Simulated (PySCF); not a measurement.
**C2H5N, SMILES `C1NC1`: what the electrons do**

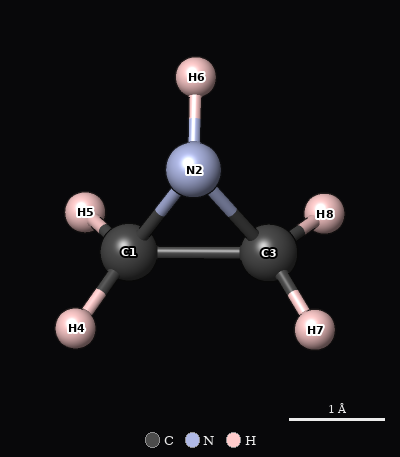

The molecule, with its atoms numbered as below. No frequency check shows the geometry to be a minimum.

Coordinates in Å:

```
C1       0.7387   -0.3903    0.0271
N2      -0.0001    0.8346   -0.1692
C3      -0.7386   -0.3903    0.0271
H4       1.2629   -0.7460   -0.8492
H5       1.2625   -0.5597    0.9612
H6      -0.0000    1.4531    0.6360
H7      -1.2628   -0.7461   -0.8492
H8      -1.2625   -0.5597    0.9612
```

Part 1: Excited states

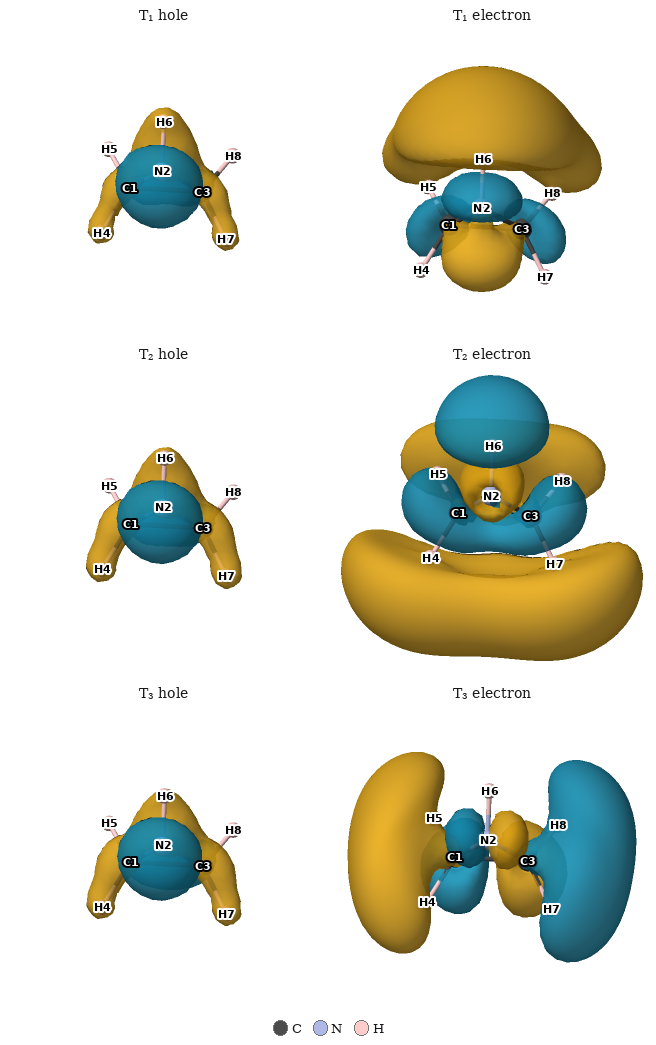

Leading natural transition orbitals (TDA triplet states).

Level of theory: B3LYP/6-311G** (PySCF), at a geometry from GFN2-xTB. Without diffuse functions Rydberg states are missing, so the states' numbers hold for this basis only.

Describe these excited states.

Answer. By state:
- T₁: 6.20 eV (200 nm), spin-forbidden from the singlet ground state, partly diffuse acceptor orbital, which a basis without diffuse functions describes poorly; the leading pair carries 100 %; hole on N2 (62 %), C1 and C3 (11 % each) and H6 (5 %), electron on H6 (38 %), N2 (17 %) and H5 and H8 (12 % each) (atom shares of so diffuse an orbital are rough); their centroids lie 1.3 Å apart.
- T₂: 7.15 eV (173 nm), spin-forbidden from the singlet ground state, partly diffuse acceptor orbital, which a basis without diffuse functions describes poorly; the leading pair carries 99 %; hole on N2 (58 %) and C1 and C3 (13 % each), electron on H4 and H7 (21 % each), C1 and C3 (14 % each) and H6 (8 %) (atom shares of so diffuse an orbital are rough); their centroids lie 1.1 Å apart.
- T₃: 7.66 eV (162 nm), spin-forbidden from the singlet ground state, partly diffuse acceptor orbital, which a basis without diffuse functions describes poorly; the leading pair carries 99 %; hole on N2 (56 %) and C1 and C3 (14 % each), electron on C1 and C3 (22 % each), H5 and H8 (12 % each) and H4 and H7 (11 % each) (atom shares of so diffuse an orbital are rough); their centroids lie 0.9 Å apart.

Part 2: Removing or adding an electron

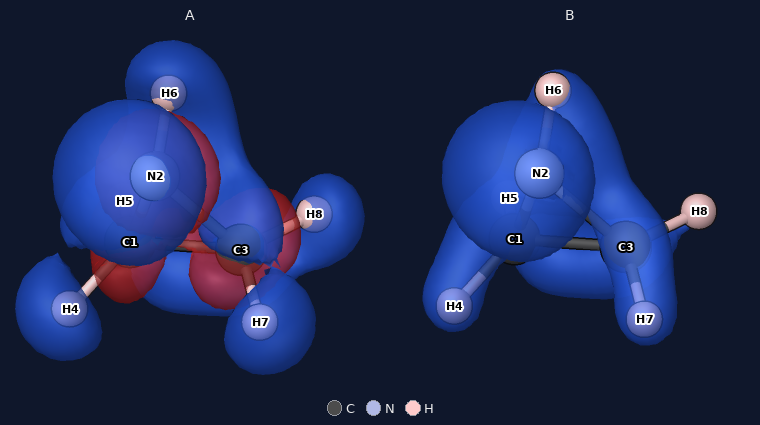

The Fukui function f⁻ from two separate SCF calculations and the density of the HOMO, at ±0.03 e/Å³ (blue positive, red negative).

Level of theory: TPSSh/def2-TZVP (PySCF), at a geometry from GFN2-xTB.

Which panel is which, and how good is the frozen-orbital picture?

Answer. A is f⁻ (it has negative regions), B the HOMO density. The HOMO lies on N2 (59 %), C1 and C3 (12 % each) and H6 (5 %); f⁻ (Hirshfeld-condensed) is largest on N2 (0.33); the vertical ionisation energy is 9.45 eV. Relaxation shifts 26 % of the electron between atoms. The orbital energy is −6.25 eV.

Part 3: Localised orbitals

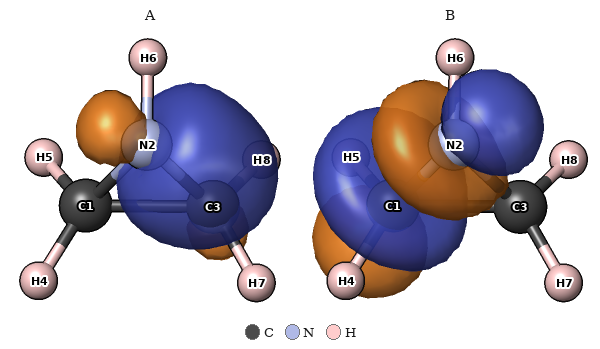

Intrinsic bond orbitals (IBO), occupied and valence-virtual; each surface holds about 85 % of the orbital's density. Energies are diagonal elements of the Fock matrix.

Computed with PySCF, ωB97X/def2-SVPD, geometry: GFN2-xTB.

What does each orbital represent in a Lewis picture?

Answer. By panel:
- A: σ bond N2–C3 (N2 56 %, C3 43 %; −18.8 eV)
- B: σ* orbital C1–N2 (C1 57 %, N2 43 %; 11.6 eV)

How do all the valence pairs divide up?

Answer. 9 pairs: 8 σ bonds and 1 lone pair.
